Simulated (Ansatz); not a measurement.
**SiH3O (doublet): the correlation ladder at distance O1–H3 along a hydrogen transfer = 1.453 Å, cc-pVDZ**

Aim: climb from Hartree-Fock through coupled cluster and multireference methods for SiH3O (doublet) at one geometry and basis, and see what each rung misses.

Method: cc-pVDZ, core rule «outside noble gas», up to 6 orbitals frozen; program: Ansatz 0.2.0, Gaussian basis.

To be run: UHF; CCSD(T) on ROHF; CCSD(T) on UHF; BCCD(T) on ROHF; CISD; CCSDT(Q) on ROHF; CCSDT(Q) on UHF; CASSCF and MRCISD+Q, 3 electrons in 3 orbitals; CASSCF and NEVPT2, 3 electrons in 3 orbitals.

8 further runs of the same task are left out: 1 for a mislabelled method, 7 that didn't finish.

### 1 The system

The geometry derives from fragments relaxed apart (PBE0/def2-TZVP) and kept rigid, so it is no stationary point. A hydrogen atom is moved between rigid fragments.

5 atoms, charge 0, spin multiplicity 2.

Atoms are counted from 1 here; the program's logs count them from 0.

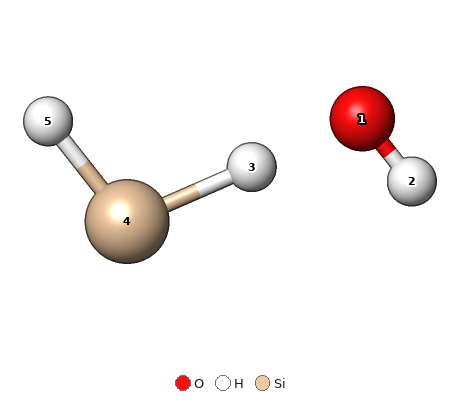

The geometry (oxygen red, hydrogen white, silicon light orange); atoms are numbered from 1 in the order of the file.

### 2 UHF

File in.yaml:

```yaml
crystal:
  periodic: [false, false, false]
  atoms:
    - {symbol: O, position_ang: [-1.942561, 0.011831, 0.000000]}
    - {symbol: H, position_ang: [-2.191870, 0.938406, 0.000000]}
    - {symbol: H, position_ang: [-0.489561, 0.011831, 0.000000]}
    - {symbol: Si, position_ang: [1.147439, 0.011831, 0.000000]}
    - {symbol: H, position_ang: [1.543873, -1.467683, 0.000000]}
basis:
  gaussian: {orbitals: cc-pVDZ}
magnetization: {spin_polarized: true, initial_magnetization: 1}
hamiltonian: {xc: hf}
output: {orbitals: {seedname: orbitals}}
```

The run is started by

```console
ansatz run in.yaml --threads 1 --pin off --events-out ev --progress --plain --max-ram 2393MiB
```

Further steps of the session: CCSD(T) on ROHF; CCSD(T) on UHF; BCCD(T) on ROHF; CISD; CCSDT(Q) on ROHF; CCSDT(Q) on UHF; CASSCF and MRCISD+Q, 3 electrons in 3 orbitals; CASSCF and NEVPT2, 3 electrons in 3 orbitals.

Q: Predict the results of all the runs planned. Wanted: UCCSDT(Q) below the RHF energy; RMP2 from UCCSDT(Q); UMP2 from UCCSDT(Q); RCCSD from UCCSDT(Q); RCCSD(T) from UCCSDT(Q); UCCSD(T) from UCCSDT(Q); RCCSDT(Q) from UCCSDT(Q); NEVPT2 pair from UCCSDT(Q); MRCISD+Q pair from UCCSDT(Q).

As calculated:

| quantity | value |
| --- | --- |
| UCCSDT(Q) below the RHF energy | -8.7693 eV |
| RMP2 from UCCSDT(Q) | +1537.1 meV |
| UMP2 from UCCSDT(Q) | +1623.8 meV |
| RCCSD from UCCSDT(Q) | +261.5 meV |
| RCCSD(T) from UCCSDT(Q) | +68.1 meV |
| UCCSD(T) from UCCSDT(Q) | +80.0 meV |
| RCCSDT(Q) from UCCSDT(Q) | -0.5 meV |
| NEVPT2 pair from UCCSDT(Q) | +1276.8 meV |
| MRCISD+Q pair from UCCSDT(Q) | +203.4 meV |
| levels within 1 kcal/mol (43 meV) | RCCSDT, UCCSDT, RCCSDT(Q) |
| T1 diagnostic | 0.058 |

What this shows: RCCSD(T) lands +68.1 meV from the yardstick (0.8 % of the correlation energy). Of the multireference levels listed MRCISD+Q pair comes nearest in total energy (+203.4 meV), which doesn't show that its space is the better one. These misses are within one basis, not against nature; the frozen cores of restricted and unrestricted runs differ, which can shift their rows.
